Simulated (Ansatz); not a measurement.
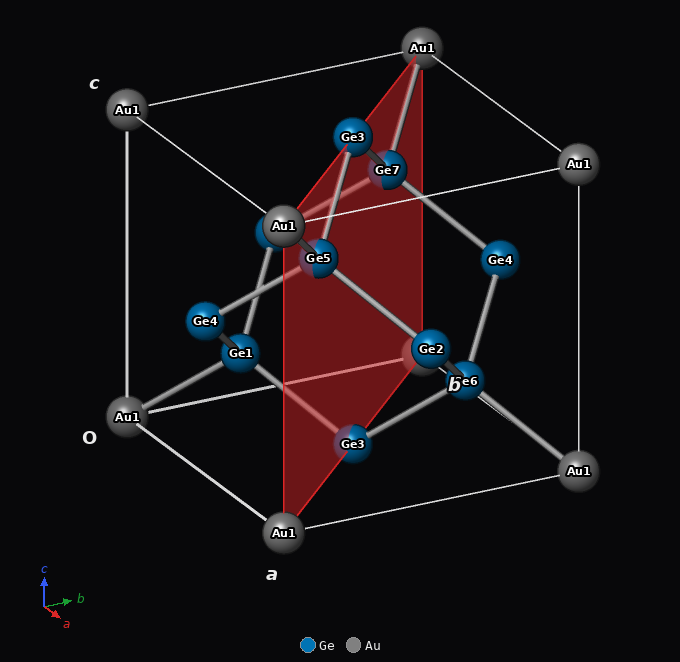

Crystal: Ge7Au, the end point of a relaxation with Ansatz, DFT PBE, scalar-relativistic, plane waves, PAW; the starting structure was generated, so it need not be a known form of this composition. The shaded plane is a symmetry element of the crystal. The drawing is computed from the coordinates (standard cell, symmetry found to 0.002 Å).

a = 5.798 Å, b = 5.798 Å, c = 5.798 Å, α = 90.00°, β = 90.00°, γ = 90.00°.

```csv
atom,x,y,z
Ge1,0.2510,0.2510,0.2510
Ge2,0.0000,0.5000,0.5000
Ge3,0.5000,0.5000,0.0000
Ge4,0.5000,0.0000,0.5000
Ge5,0.7490,0.2510,0.7490
Ge6,0.7490,0.7490,0.2510
Ge7,0.2510,0.7490,0.7490
Au1,0.0000,0.0000,0.0000
```

Is it a mirror or a glide plane, and what is the operation?

It is a mirror plane, parallel to (1 1 0), through (1/2, 1/2, 1/2): x, y, z → −y+1, −x+1, z.

Onto which atom does it carry each atom (up to whole multiples of a, b and c)?

Ge1 → Ge6, Ge2 → Ge4, Ge3 → Ge3, Ge4 → Ge2, Ge5 → Ge5, Ge6 → Ge1, Ge7 → Ge7, Au1 → Au1.

What is the crystal's space group?

P-43m, No. 215.
